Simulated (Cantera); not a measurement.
A closed system holds: 1 mol CaO, 0.66 mol Cl₂, at 1.30 mbar.

Equilibrium computed with Cantera from the NASA thermochemical tables; the gas is ideal and each condensed phase is pure. Candidate condensed phases: Ca, CaCl₂, CaO; 11 gas species. Mutual solubility and eutectic melting of coexisting phases are not modelled. Condensed phases not in the tables: oxide chlorides. Rates play no part.

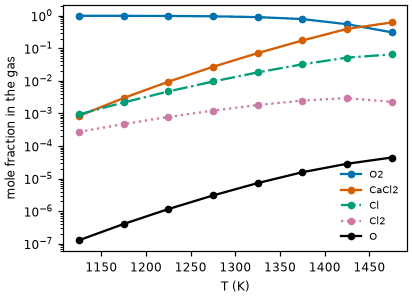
Figure: Equilibrium gas composition (values under 1e-9 drawn at 1e-9)

**Question.** Read off the mole fractions at 1225 K.

**Answer.** O₂ about 0.99, CaCl₂ about 0.0094, Cl about 0.0047, Cl₂ about 0.00078, O about 1.2e-6.
